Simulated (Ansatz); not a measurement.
CH7GaO

Input file:

```
crystal:
  periodic: [false, false, false]
  atoms:
    - {symbol: Ga, position_ang: [-0.929356, 1.320262, -0.419503]}
    - {symbol: O, position_ang: [0.789793, 0.058682, -0.151073]}
    - {symbol: C, position_ang: [0.589544, -1.150660, 0.581673]}
    - {symbol: H, position_ang: [-1.902659, 0.184086, -0.938406]}
    - {symbol: H, position_ang: [-1.072361, 1.789978, 1.076600]}
    - {symbol: H, position_ang: [1.173258, -0.137409, -1.011181]}
    - {symbol: H, position_ang: [-0.251455, 2.261846, -1.488028]}
    - {symbol: H, position_ang: [1.540190, -1.669776, 0.715652]}
    - {symbol: H, position_ang: [0.196652, -0.859037, 1.553852]}
    - {symbol: H, position_ang: [-0.133706, -1.797870, 0.080410]}
basis:
  gaussian: {orbitals: def2-TZVPP}
hamiltonian: {xc: pbe0, dispersion: d4}
output: {orbitals: {seedname: orbitals}}
```

Run with:

```sh
ansatz run in.yaml --threads 4 --pin off --events-out ev --progress --plain --max-ram 9574MiB
```

The product side of a reaction path; geometry: PBE0-D4/def2-TZVP.

Level of theory: RKS PBE0-D4/def2-TZVPP (Ansatz).

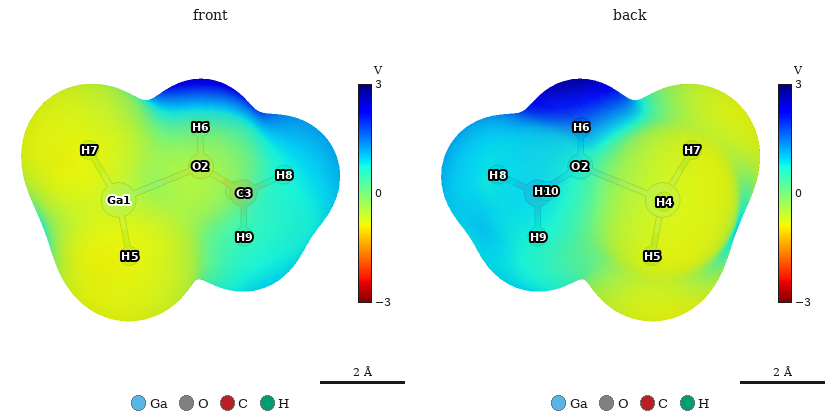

Figure 1. The electrostatic potential painted on the density surface at 0.001 e/bohr³, seen from the front and from behind; red is negative and blue positive.

### Where is the surface potential most negative and most positive?

The most negative region (about −0.9 V) lies over H5 and H7, the most positive (about +2.7 V) over H6.

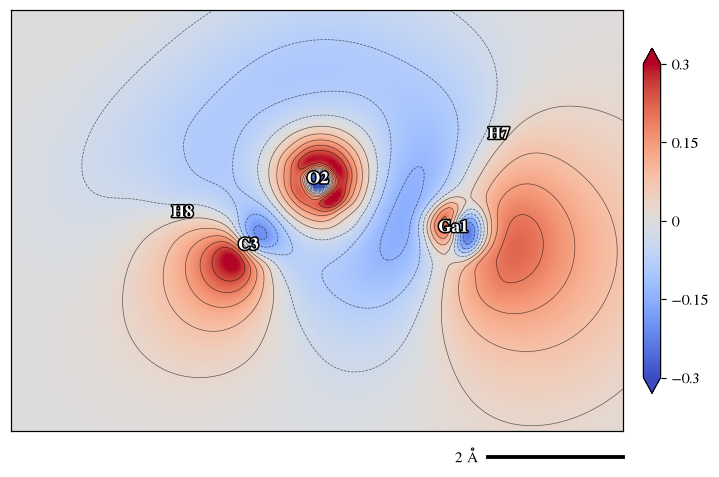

Figure 2. One frontier orbital on the plane of atoms O2, C3 and H8 (values in Å⁻³ᐟ²; the overall sign is arbitrary).

### Which orbital is it: HOMO or LUMO?

The LUMO, at −0.29 eV. By Hirshfeld shares it lies mainly on Ga1 (about 35 %), H6 (about 20 %), O2 (about 10 %) and C3 (about 10 %).

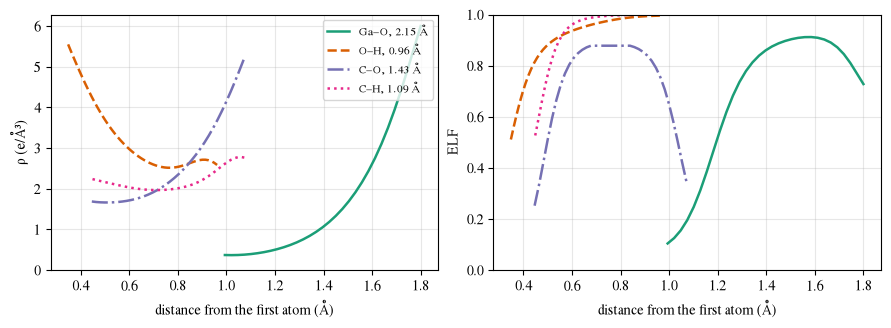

Figure 3. Total electron density and ELF along straight lines between neighbouring atoms. The curves leave out the atomic cores.

### What can be read from the curves?

Ga–O (2.15 Å): ρ is about 0.38 e/Å³ halfway; the ELF peaks at about 0.90 in the valence shell of O, 0.6 Å from its nucleus, and is about 0.20 at the midpoint.
O–H (0.96 Å): ρ at the midpoint is about 3.9 e/Å³; the ELF climbs to about 1 towards the hydrogen, as it does in any bond to H: an ordinary covalent bond to hydrogen.
C–O (1.43 Å): ρ at the midpoint is about 2 e/Å³, with its minimum of 1.7 e/Å³ about 0.5 Å from C; the ELF peaks at about 0.90 between the atoms: a shared but strongly polarised pair.
C–H (1.09 Å): ρ is about 2.1 e/Å³ halfway; the ELF climbs to about 1 towards the hydrogen; a covalent bond by its length.

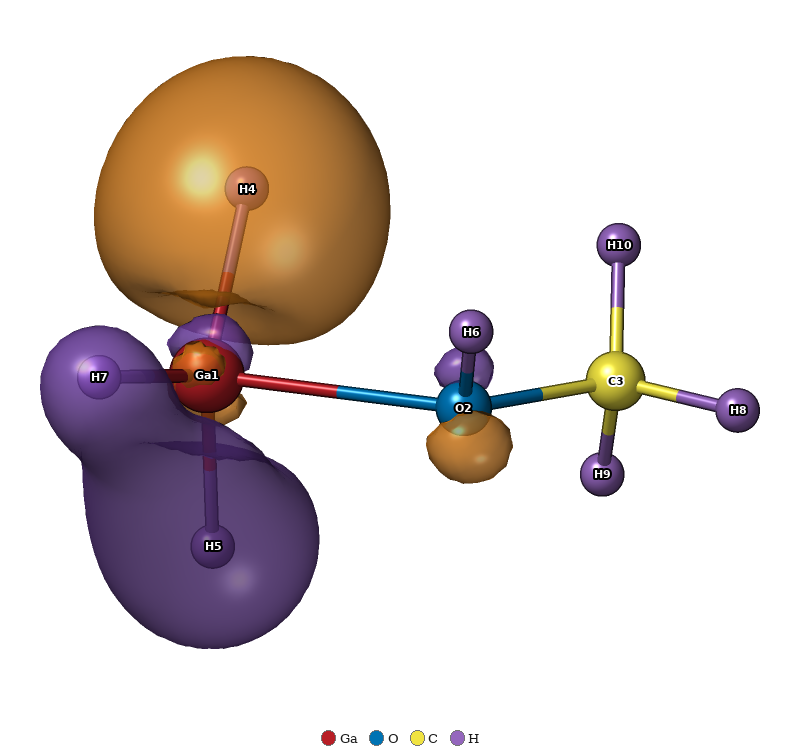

Figure 4. One frontier orbital at ±0.15 Å⁻³ᐟ² (orange and purple are the two phases), seen from one side.

### Which orbital is it: HOMO or LUMO?

The HOMO, at −7.64 eV. By Hirshfeld shares it lies mainly on H4 (about 40 %), Ga1 (about 35 %) and H5 (about 15 %).
